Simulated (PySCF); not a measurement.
# [BNH4]− (SMILES [BH2-]N) at UB2PLYP/STO-3G

What is the vertical doublet–quartet gap of [BNH4]− at UB2PLYP/STO-3G? Input form: a Python script.

The calculation is run with PySCF 2.14.0.

7 further runs of the same task are left out: 7 set aside as unsound or not needed.

### Step 1. The structure to begin with

[BNH4]− has 6 atoms, charge -1, and is taken as a doublet. SMILES: `[BH2-]N`. The coordinates come from a GFN2-xTB relaxation.

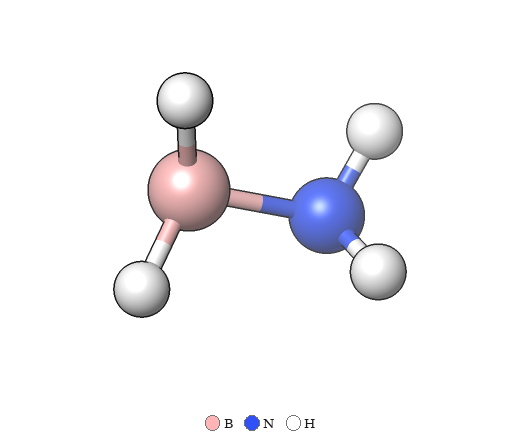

The structure, seen from a chosen angle (boron pink, nitrogen blue, hydrogen white).

### Step 2. The energy at UB2PLYP/STO-3G

input.py

```python
from pyscf import gto, dft, mp

mol = gto.Mole()
mol.atom = '''
B     -0.409200    -0.684370     0.181230
N     -0.175110     0.868880     0.098520
H      0.620240    -1.323070     0.573900
H     -0.807710    -1.131940    -0.915350
H      0.296220     1.134010    -0.776380
H      0.475560     1.136490     0.838070
'''
mol.basis = 'sto-3g'
mol.charge = -1
mol.max_memory = 1860
mol.verbose = 3
mol.spin = 1
mol.build()

myscf = dft.UKS(mol, xc='0.53*HF + 0.47*B88, 0.73*LYP')
myscf.conv_tol = 1e-10
myscf.grids.level = 5
myscf.kernel()
if not myscf.converged:
    myscf = myscf.newton().run(myscf.mo_coeff, myscf.mo_occ)

pt = mp.MP2(myscf, frozen=2).run()
energy = myscf.e_tot + 0.27 * pt.e_corr
print('PT2 part  %.8f' % (0.27 * pt.e_corr))
print('Final energy', energy)
```

The run is started by

```sh
$ OMP_NUM_THREADS=1 python input.py
```

Log:

```text
WARN: HOMO 0.018738447827324 >= LUMO 0.0187384478273238

converged SCF energy = -80.5674127424748  <S^2> = 0.7526294  2S+1 = 2.0026277
E(UMP2) = -80.6634788707856  E_corr = -0.0960661283107905
E(SCS-UMP2) = -80.6753539360648  E_corr = -0.107941193590035
PT2 part  -0.02593785
Final energy -80.59335059711871
```

Run time: 3.9 s. Hardware: 1 thread of Arm Neoverse V1, shared host; peak memory 0.18 GiB.

### Step 3. The quartet at the same level

input.xyz

```xyz
6

B     -0.409200    -0.684370     0.181230
N     -0.175110     0.868880     0.098520
H      0.620240    -1.323070     0.573900
H     -0.807710    -1.131940    -0.915350
H      0.296220     1.134010    -0.776380
H      0.475560     1.136490     0.838070
```

job.py

```python
from pyscf import gto, dft, mp

mol = gto.M(
    atom='input.xyz',
    spin=3,
    basis='sto-3g',
    charge=-1,
    verbose=3,
    max_memory=1860,
)

mf = dft.UKS(mol)
mf.xc = '0.53*HF + 0.47*B88, 0.73*LYP'
mf.conv_tol = 1e-10
mf.grids.level = 5
mf.kernel()
if not mf.converged:
    mf = mf.newton().run(mf.mo_coeff, mf.mo_occ)

pt = mp.MP2(mf, frozen=2).run()
e_final = mf.e_tot + 0.27 * pt.e_corr
print('PT2 part  %.8f' % (0.27 * pt.e_corr))
print('E(%s) = %.9f' % ('B2PLYP', e_final))
```

The run is started by

```sh
$ OMP_NUM_THREADS=1 python job.py
```

Log:

```text
WARN: HOMO 0.368130448985297 >= LUMO -0.245384208594156

WARN: HOMO 0.60038697243068 >= LUMO 0.384714931926169

WARN: HOMO 0.530170765110072 >= LUMO 0.323403293932542

WARN: HOMO 0.522315294201522 >= LUMO 0.349853856575426

WARN: HOMO 0.514917967057268 >= LUMO 0.354583552811983

WARN: HOMO 0.517854535140593 >= LUMO 0.355260729519844

WARN: HOMO 0.516506255017925 >= LUMO 0.356640908563079

WARN: HOMO 0.517326472690456 >= LUMO 0.356477841781006

WARN: HOMO 0.51712804597331 >= LUMO 0.35662277997358

WARN: HOMO 0.517148661611181 >= LUMO 0.356597960909916

WARN: HOMO 0.517127465448503 >= LUMO 0.356614323600883

WARN: HOMO 0.517130980047083 >= LUMO 0.356610489259924

WARN: HOMO 0.517129875990455 >= LUMO 0.356610396912867

WARN: HOMO 0.517130701995574 >= LUMO 0.356610750062135

WARN: HOMO 0.51713073620006 >= LUMO 0.356610815375045

WARN: HOMO 0.517130730344214 >= LUMO 0.356610817535721

converged SCF energy = -80.1482285513186  <S^2> = 3.7544566  2S+1 = 4.0022277
E(UMP2) = -80.2326184419024  E_corr = -0.0843898905838702
E(SCS-UMP2) = -80.243214160332  E_corr = -0.0949856090134591
PT2 part  -0.02278527
E(B2PLYP) = -80.171013822
```

Wall time 5.1 s (1 thread of Arm Neoverse V1, shared host); peak memory 0.18 GiB.

### Step 4. What came out

At UB2PLYP/STO-3G, 2 core orbitals frozen:

| quantity | value |
| --- | --- |
| doublet: total energy | -80.59335 Eh |
| doublet: HOMO energy (SCF part's orbitals) (highest over α and β) | 6.01 eV |
| doublet: LUMO energy (SCF part's orbitals) (lowest over α and β) | 15.54 eV |
| doublet: ⟨S²⟩ | 0.753 |
| quartet: total energy | -80.17101 Eh |
| quartet: HOMO energy (SCF part's orbitals) (highest over α and β) | 14.07 eV |
| quartet: ⟨S²⟩ | 3.754 |
| vertical energy of the quartet above the doublet | 11.492 eV |

At this shape the quartet lies 11.49 eV (1109 kJ/mol) above the doublet. For an anion a state so high probably lies above electron detachment. In a minimal basis such a difference can be off by several eV, whatever the method. Mulliken charges (doublet) run from -0.51 on N2 to +0.06 on H6; they depend strongly on the basis. The HOMO (doublet) lies at positive energy, 6.01 eV; only total energies tell whether the electron is bound. The HOMO (quartet) lies at positive energy, 14.07 eV; only total energies tell whether the electron is bound.
